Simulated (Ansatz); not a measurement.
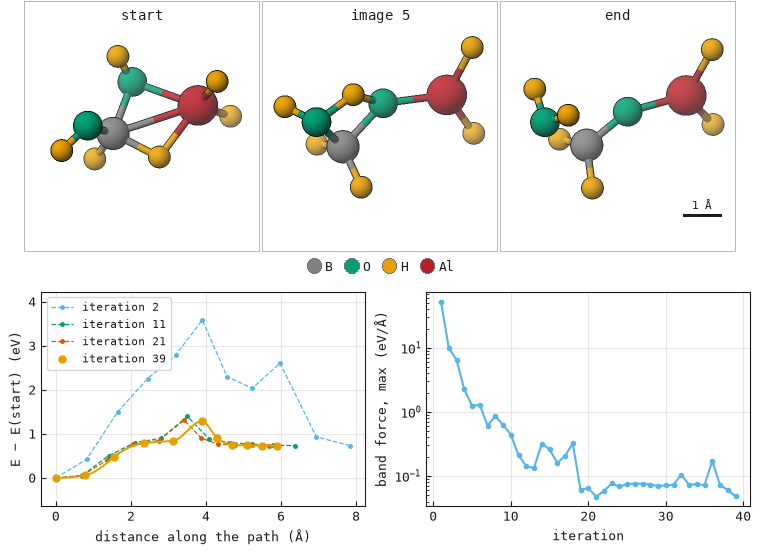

NEB run on AlBH₆O₂. Images are numbered from 0 (start) to 10 (end). The plot follows the band through its iterations. A ball-and-stick model, seen from a free direction.

These are results of RKS PBE0/6-31G* (Ansatz 0.2.0), not measurements. Settings: 9 movable images; climbing image; force threshold 0.05 eV/Å; iteration limit 55; starting path through a guess of the saddle point.

**How did the profile develop, and is the result final?**

The result is final at these settings. The band converged in 39 iterations. The largest component of the band force went from 53 to 0.048 eV/Å. The climbing image converged on the top of the path. Its vibrational analysis gives one imaginary mode (1229i cm⁻¹), as a transition state must have. The first iteration put the highest image at 11.40 eV. The highest point, image 5, lies 1.29 eV above the start and 0.56 eV above the end; the end is at +0.73 eV relative to the start.

The run took 14 min on 1 thread of Arm Neoverse V2 (shared host), peak memory 0.15 GiB.
